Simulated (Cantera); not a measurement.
Feed: 1 mol Al, 2.8 mol Br₂, 6.7 mol N₂, 0.39 mol O₂, held at 0.000160 bar.

Cantera equilibrium calculation (NASA polynomials, part measured and part estimated; ideal gas, pure solids and liquids). Candidate condensed phases: Al, AlBr₃, AlN, Al₂O₃, Br₂; 21 gas species. The numbers say what is thermodynamically allowed, not how fast it happens.

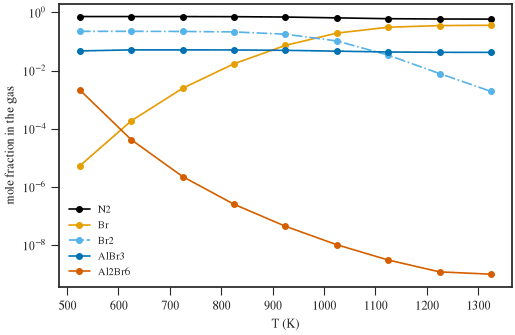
Fig. 1. Equilibrium gas composition (values under 1e-9 drawn at 1e-9)

From 525 K to 1325 K the condensed part is Al₂O₃(s). The main Al-bearing gas is AlBr₃ throughout.
